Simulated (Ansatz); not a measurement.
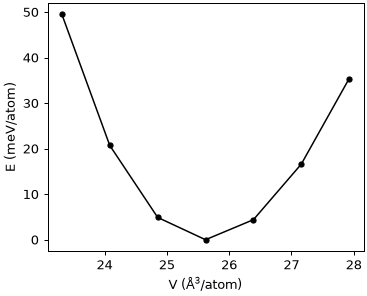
Figure: InGaAs$_{2}$ in space group P-4m2 (No. 115; In on 1d, Ga on 1b, As on 2g) under volume change, the program Ansatz at the HSE06 level (PAW), shape and atoms relaxed at each volume.

Task: What does a third-order Birch–Murnaghan fit give for V₀, B₀ and B′?

Result: V₀ = 25.62 Å³/atom, B₀ = 64.1 GPa, B′ = 4.6.

The workflow started from a Materials Project entry (that database holds measured and hypothetical structures alike); the Crystallography Open Database copy checked does not list it. With In and Ga taken as one species the cell has the higher symmetry F-43m, so it may be an ordered model of a mixed-site phase. Its standing as an ambient phase is unchecked. Symmetry was held in the HSE06 relaxation; its stability against distortions is not shown here.

Potentials: the later of the program's two PAW sets.
